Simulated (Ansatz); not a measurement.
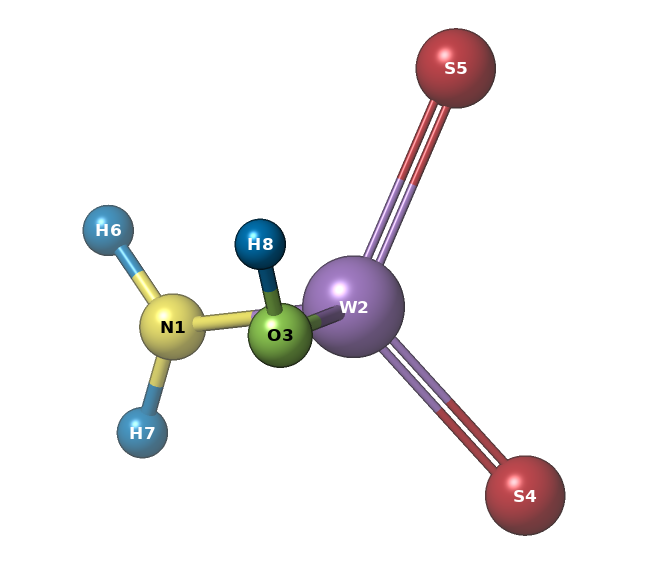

W2 lies behind O3. The molecule seen a little off the O3–W2 bond, O3 in front. Depth is shown by fading: the farther an atom, the more it takes the colour of the background. The species is neutral and a spin singlet. The computed structure is the end point of a PBE0-D4/def2-TZVP optimisation.

### What is the torsion angle H8–O3–W2–S4? The sign is positive where the front bond must turn clockwise to cover the back bond.

142°, anticlinal.
